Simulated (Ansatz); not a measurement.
```yaml
crystal:
  lattice:
    - [4.62760, 0.00000, 0.00000]
    - [-2.31380, 4.00762, 0.00000]
    - [0.00000, 0.00000, 19.02358]
  atoms:
    - { symbol: Zr, position: [0.00000, 0.00000, 0.27041] }
    - { symbol: Zr, position: [0.66667, 0.33333, 0.60375] }
    - { symbol: Zr, position: [0.33333, 0.66667, 0.93708] }
    - { symbol: Zr, position: [0.66667, 0.33333, 0.06292] }
    - { symbol: Zr, position: [0.33333, 0.66667, 0.39625] }
    - { symbol: Zr, position: [0.00000, 0.00000, 0.72959] }
    - { symbol: Si, position: [0.00000, 0.00000, 0.00000] }
    - { symbol: Si, position: [0.66667, 0.33333, 0.33333] }
    - { symbol: Si, position: [0.33333, 0.66667, 0.66667] }
    - { symbol: P, position: [0.00000, 0.00000, 0.12374] }
    - { symbol: P, position: [0.66667, 0.33333, 0.45707] }
    - { symbol: P, position: [0.33333, 0.66667, 0.79041] }
    - { symbol: P, position: [0.66667, 0.33333, 0.20959] }
    - { symbol: P, position: [0.33333, 0.66667, 0.54293] }
    - { symbol: P, position: [0.00000, 0.00000, 0.87626] }
    - { symbol: P, position: [0.33333, 0.66667, 0.07834] }
    - { symbol: P, position: [0.00000, 0.00000, 0.41168] }
    - { symbol: P, position: [0.66667, 0.33333, 0.74501] }
    - { symbol: P, position: [0.33333, 0.66667, 0.25499] }
    - { symbol: P, position: [0.00000, 0.00000, 0.58832] }
    - { symbol: P, position: [0.66667, 0.33333, 0.92166] }
```

Space group R-3m; a structure generated by program, which may or may not match a known phase.

Method: DFT PBE, scalar-relativistic, plane waves, PAW (Ansatz 0.2.0).

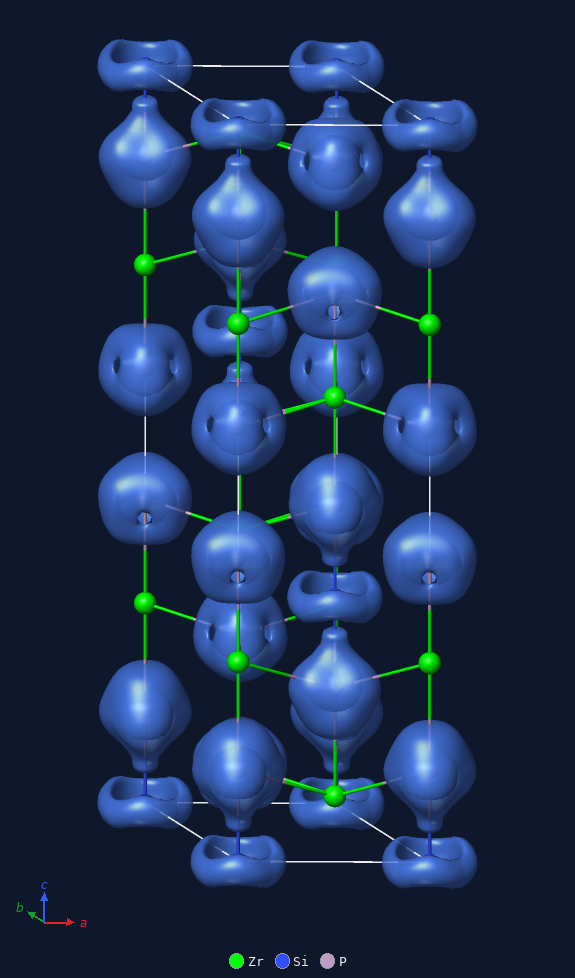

Zr2SiP4. Isosurface of the ELF at 0.7 (blue), seen at an oblique angle. Only the valence region is drawn (cores and ρ < 0.01 e/Å³ removed). Sticks mark near contacts.

Core electrons are frozen (PAW), and the valence fields are smoothed inside the atomic spheres.

> Where are the electrons localised?

The ELF exceeds this value in six regions on P in which the atom's valence shell and bonds are merged, six regions wrapped around P (the valence shell of each) and three regions wrapped around Si (the valence shell of each), counted in one cell of 21 atoms. Regions shared between cells count once. Profiles from the grid: Si–P (2.35 Å): the ELF peaks at about 0.80 between the atoms. Zr–P (2.69 Å): the ELF peaks at about 0.80 in the valence shell of P, 0.8 Å from its nucleus, and is about 0.30 at the midpoint.
